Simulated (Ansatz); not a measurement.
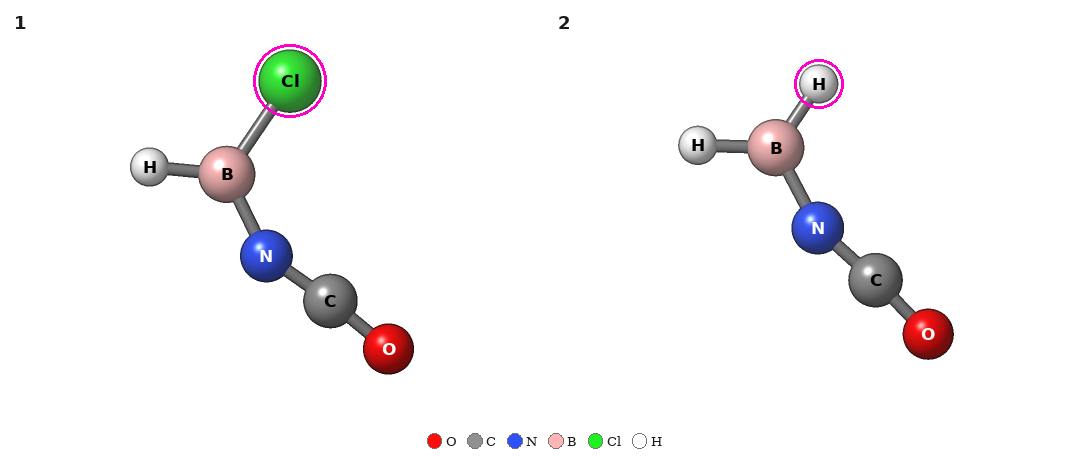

2 molecules with one skeleton, seen from the same side and at one scale; the atom that differs is circled. Charge 0, singlet. Computed geometries: PBE0-D4/def2-TZVP optimisations, one conformation each. Properties computed with Ansatz 0.2.0.

One atom differs, called X below: Cl in panel 1, H in panel 2. Their formulas are CHBClNO (`O=C=NBCl`), CH2BNO (`BN=C=O`).

> In which is the HOMO energy (Kohn–Sham orbital) higher (PBE-D4/def2-TZVPP)?

In panel 2 (X = H).

> In which is the HOMO–LUMO gap larger (PBE-D4/def2-TZVPP)?

In panel 1 (X = Cl).

Give the values. With PBE0-D4/def2-TZVP: length of X–B (Å), angle X–B–H (°). With PBE-D4/def2-TZVPP: dipole moment (D), HOMO energy (Kohn–Sham orbital) (eV), HOMO–LUMO gap (eV).

| quantity | 1 (Cl) | 2 (H) | 2 − 1 |
| --- | --- | --- | --- |
| length of X–B (Å) | 1.751 | 1.195 | −0.556 |
| angle X–B–H (°) | 118.4 | 122.1 | +3.7 |
| dipole moment (D) | 0.55 | 0.77 | +0.22 |
| HOMO energy (Kohn–Sham orbital) (eV) | −7.73 | −7.03 | +0.70 |
| HOMO–LUMO gap (eV) | 4.92 | 4.13 | −0.79 |
